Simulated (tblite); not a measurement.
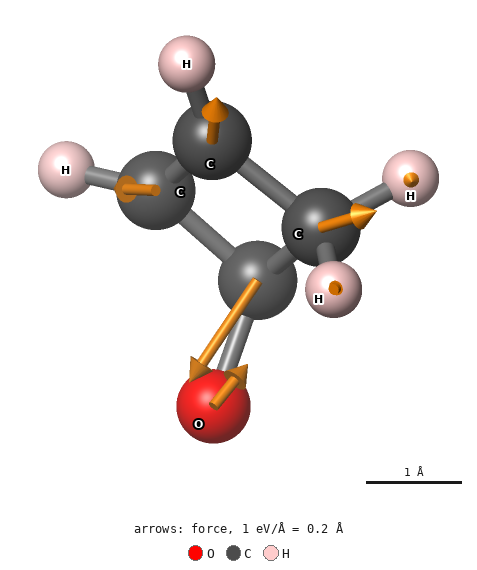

Starting geometry of C4H4O (charge −1, multiplicity 2) with the computed forces as orange arrows. A ball-and-stick model, seen at a tilt.

The calculation used GFN2-xTB geometry optimisation, gas phase in tblite 0.8.0. 

What follows when this structure is relaxed?

It isn't relaxed: the largest force vector, on a C atom, is 6.51 eV/Å. The final displacements follow the starting forces only in part (cosine between the two patterns 0.42). The energy falls by 167.2 kJ/mol in 41 geometry steps. The O atom moves most after the best rigid fit: 0.61 Å. By element the largest moves are O 0.61 Å, C 0.38 Å, H 0.24 Å. Some distances before and after: C–O 1.410 → 1.258 Å, C–C 1.299 → 1.406 Å, C–C 1.459 → 1.559 Å, C–C 1.452 → 1.402 Å. Bond angles that change, for instance: O–C–C 110.9° → 138.6°, O–C–C 116.7° → 131.6°, C–C–H 110.3° → 115.6°. Cost: 0.1 s on 1 thread of Arm Neoverse V2, with other jobs on the host.
